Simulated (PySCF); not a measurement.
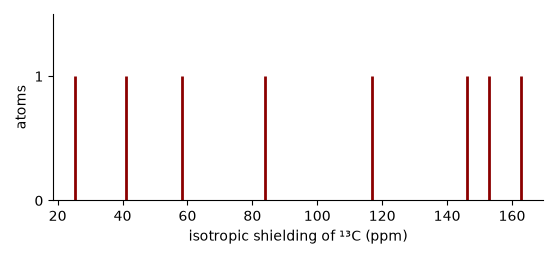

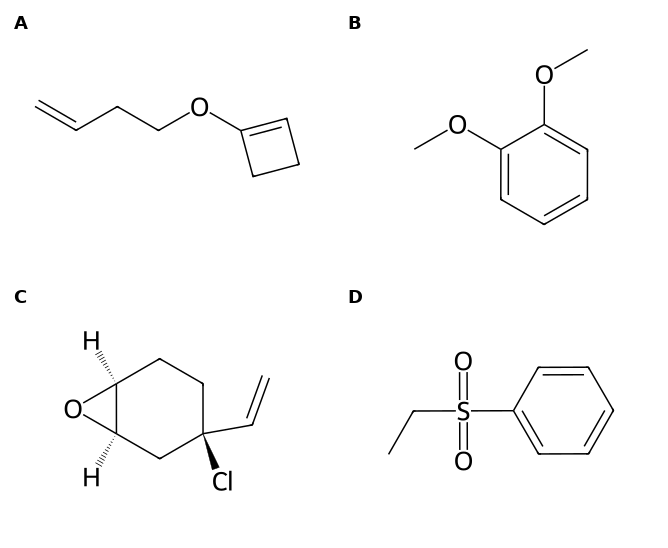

The sticks are computed shieldings of one of the molecules, for one fixed geometry (PBE0-D3(BJ)/def2-SVP) without averaging over rotations. Low shielding means a high chemical shift. Method: GIAO PBE0/pcSseg-1 NMR shielding, non-relativistic, IEF-PCM chloroform (PySCF 2.14.0).

Match the spectrum to a structure.

A, `C=CCCOC1=CCC1`. Its 8 C atoms give lines at 25.5, 41.0, 58.3, 84.0, 116.9, 146.2, 153.0, 162.6 ppm.
